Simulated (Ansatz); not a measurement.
## SiC, response to strain

Start from SiC (space group P6_3mc, No. 186; a = 3.058 Å, c = 10.012 Å). Axes: x lies along a and z along c of the hexagonal cell.

Strains are applied to the cell and any free atomic positions relax.

All numbers come from LDA (Ansatz, a first-principles code, PAW, no SOC).

Notes on the quantities. pressure: mean of the normal stresses, compression positive.

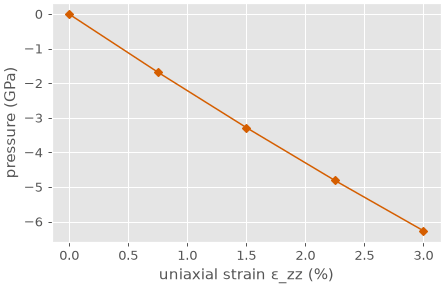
Figure: Pressure against uniaxial strain ε_zz

From the plot, what is the pressure for uniaxial strain ε_zz = +2.25 %?

About -4.8 GPa.

Is the trend monotonic over the range shown?

Yes, it falls throughout, spanning -6.26 GPa to 0.00 GPa.

No phonon test of stability was made.
